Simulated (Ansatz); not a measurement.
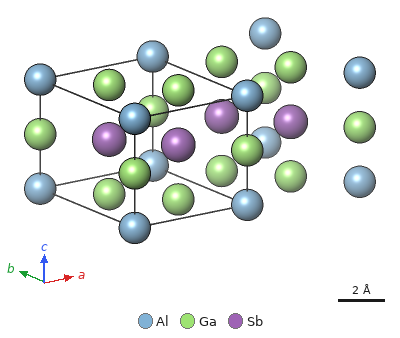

This is the input geometry for a relaxation of crystalline AlGa3Sb2 (a generated structure, set up in P6/mmm) (coarse preliminary run). The picture is a spheres-only view of the cell of the calculation, repeated 2 × 1 × 1 with one cell outlined, seen from a free direction.

All numbers below come from Ansatz 0.2.0, DFT PBE, scalar-relativistic, plane waves, PAW.

The input:
```yaml
crystal:
  lattice:
    - [5.3284390431, 0.0, 0.0]
    - [-2.6642195215, 4.6145635738, 0.0]
    - [0.0, 0.0, 5.6360028707]
  atoms:
    - { symbol: Al, position: [0.0, 0.0, 0.0] }
    - { symbol: Ga, position: [0.3333333333, 0.6666666667, 0.0] }
    - { symbol: Ga, position: [0.6666666667, 0.3333333333, 0.0] }
    - { symbol: Ga, position: [0.0, 0.0, 0.5] }
    - { symbol: Sb, position: [0.3333333333, 0.6666666667, 0.5] }
    - { symbol: Sb, position: [0.6666666667, 0.3333333333, 0.5] }
basis:
  ecutwfc: 420
kpoints:
  mp_grid: { grid: [6, 6, 4] }
hamiltonian:
  xc: pbe
scf:
  occupations: { method: gaussian, width: 0.1 }
  lower_state_search: "off"
output:
  forces: true
  stress: true
  eigenvalues: true
relax:
  adjacent_minimum: "off"
  f_tol: 0.04
  max_steps: 70
  cell: { stress_tol: 0.4 }
```

Run as
```bash
ansatz run input.yaml --threads 1 --pin off --max-ram 2560MiB --backend cpu --events-out ev --progress --plain --runs-dir out
```

What does the optimiser find from here?

After 2 accepted moves (3 points after the start) the energy has fallen by 3.5 meV per atom. All forces vanish by symmetry, so only the cell relaxes. Pressure: −1.34 GPa at the start and −0.09 GPa at the end. The SCF was repeated once at an unchanged geometry on a basis and grid sized afresh for the cell, which shifted the energy by 0.1 meV per atom at most. The atoms keep their places relative to the cell (all moves are under 0.005 Å). Cell: a = b 5.328 → 5.267 Å (−1.1 %), c 5.636 → 5.628 Å (−0.1 %). Volume −2.4 %. Among the contacts that change: Ga4–Sb5 3.076 → 3.041 Å, Al1–Ga2 3.076 → 3.041 Å, Sb5–Sb6 3.076 → 3.041 Å, Ga2–Sb5 2.818 → 2.814 Å. The space group stays P6/mmm (No. 191). Cost: 65 s on 1 thread of Intel(R) Xeon(R) Processor @ 2.50GHz (Skylake/Cascade Lake), with other jobs on the host, peak memory 0.48 GiB.

Step by step:

| step | E − E(0), meV/atom | pressure, GPa | volume, Å³/atom | note |
| --- | --- | --- | --- | --- |
| 0 | 0.00 | -1.34 | 23.097 |  |
| 1 | -1.90 | 0.96 | 22.139 |  |
| 2 | -3.64 | -0.09 | 22.537 |  |
| 3 | -3.50 | -0.09 | 22.537 | same geometry, new basis |

The structure at the end:

```
Al Ga Sb
1.0
     5.26727    0.00000    0.00000
    -2.63364    4.56159    0.00000
     0.00000    0.00000    5.62784
Al Ga Sb
1 3 2
Cartesian
  5.2673 0.0000 5.6278
  0.0000 3.0411 5.6278
  2.6336 1.5205 5.6278
  5.2673 0.0000 2.8139
  0.0000 3.0411 2.8139
  2.6336 1.5205 2.8139
```

The end point in the same view:

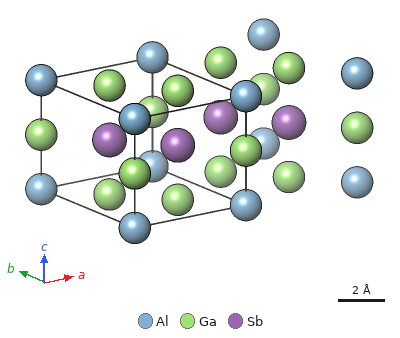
